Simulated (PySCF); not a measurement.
Molecule: Si(GeH3)(Me)3, SMILES C[Si]([GeH3])(C)C (C3H12GeSi). Atoms near the plane z = 1.5 Å, at the GFN2-xTB optimised geometry (x, y, z in Å): C1 (1.1, -1.4, 2.7), Si2 (-0.3, -0.4, 1.7), C3 (-1.5, -1.7, 0.9), C4 (-1.2, 0.7, 2.9), Ge5 (0.8, 0.9, 0.0), H7 (1.8, -0.7, 3.1), H8 (1.6, -2.0, 2.0), H9 (-2.3, -1.1, 0.3), H10 (-2.0, -2.3, 1.6), H11 (-1.0, -2.3, 0.2), H14 (-2.0, 1.3, 2.3), H15 (2.3, 0.9, 0.0), H17 (0.4, 2.3, 0.0).

Calculation: PySCF with B3LYP/def2-SVP. Cells within 0.4 Å of a nucleus heavier than hydrogen are left out (blank, or x). The values are rescaled to run from 0 to 1.

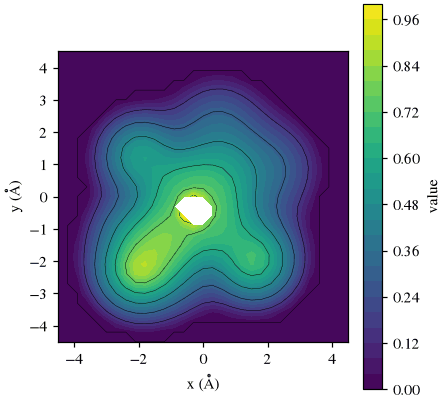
a field on the plane z = 1.5 Å.

Problem. Which quantity is mapped?
(A) log10 of the electron density
(B) Laplacian of the electron density
(C) an orbital amplitude
(D) electron localisation function

Solution. A, log10 of the electron density. In full: log10 of the electron density (e/bohr³), floored at −4.
